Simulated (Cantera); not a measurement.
A closed system holds: 1 mol SiC, 0.086 mol N₂O, 5.5 mol N₂, at 1 atm.

Equilibrium computed with Cantera from the NASA thermochemical tables; the gas is ideal and each condensed phase is pure. Candidate condensed phases: C, Si, SiC, SiO₂, Si₂N₂O, Si₃N₄; 34 gas species. Mutual solubility and eutectic melting of coexisting phases are not modelled. The tables' values for SiN are old estimates; treat these amounts as uncertain. Kinetics and transport are ignored.

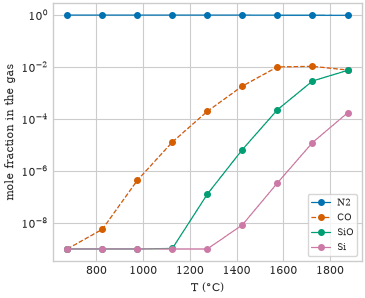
Figure. Equilibrium gas composition (values under 1e-9 drawn at 1e-9)

From 675 °C to 1425 °C the condensed part is C(graphite) + Si₂N₂O(s) + Si₃N₄(s). At 1575 °C the condensed part is SiC(s) + Si₂N₂O(s). At 1725 °C the condensed part is SiC(s) + Si₂N₂O(s) + Si₃N₄(s). At 1875 °C the condensed part is SiC(s).
